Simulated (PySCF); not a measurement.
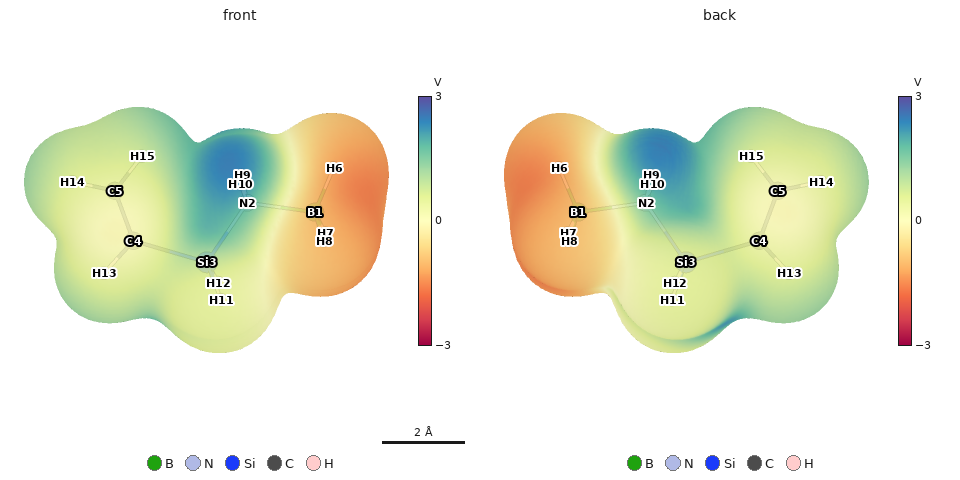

C₂H₁₀BNSi (SMILES [BH3-][NH2+][SiH2]C=C). The electrostatic potential painted on the density surface at 0.002 e/bohr³, seen from the front and from behind; the colour scale runs from red (negative) to blue (positive).

Geometry: GFN2-xTB.

Theory: wB97X-D/def2-SVPD, SCF density, gas phase (PySCF 2.14.0).

```json
{"atom": "B", "x (Å)": "-2.4350", "y (Å)": "0.0790", "z (Å)": "-0.1118"}
{"atom": "N", "x (Å)": "-0.7861", "y (Å)": "0.3777", "z (Å)": "-0.0989"}
{"atom": "Si", "x (Å)": "0.2668", "y (Å)": "-1.0301", "z (Å)": "-0.3943"}
{"atom": "C", "x (Å)": "2.0447", "y (Å)": "-0.3940", "z (Å)": "-0.4354"}
{"atom": "C", "x (Å)": "2.4475", "y (Å)": "0.8545", "z (Å)": "-0.2449"}
{"atom": "H", "x (Å)": "-2.9431", "y (Å)": "1.1283", "z (Å)": "0.1402"}
{"atom": "H", "x (Å)": "-2.6221", "y (Å)": "-0.7448", "z (Å)": "0.7262"}
{"atom": "H", "x (Å)": "-2.6832", "y (Å)": "-0.3096", "z (Å)": "-1.2089"}
{"atom": "H", "x (Å)": "-0.6343", "y (Å)": "0.8010", "z (Å)": "0.8093"}
{"atom": "H", "x (Å)": "-0.6780", "y (Å)": "1.1074", "z (Å)": "-0.7939"}
{"atom": "H", "x (Å)": "-0.1043", "y (Å)": "-1.5819", "z (Å)": "-1.6946"}
{"atom": "H", "x (Å)": "0.0757", "y (Å)": "-1.9378", "z (Å)": "0.7354"}
{"atom": "H", "x (Å)": "2.8030", "y (Å)": "-1.1409", "z (Å)": "-0.6334"}
{"atom": "H", "x (Å)": "3.4873", "y (Å)": "1.1409", "z (Å)": "-0.2820"}
{"atom": "H", "x (Å)": "1.7568", "y (Å)": "1.6584", "z (Å)": "-0.0406"}
```

> Describe the electrostatic potential map.

The most negative region (about −1.6 V) lies over H7, the most positive (about +2.4 V) over H9 and H10.
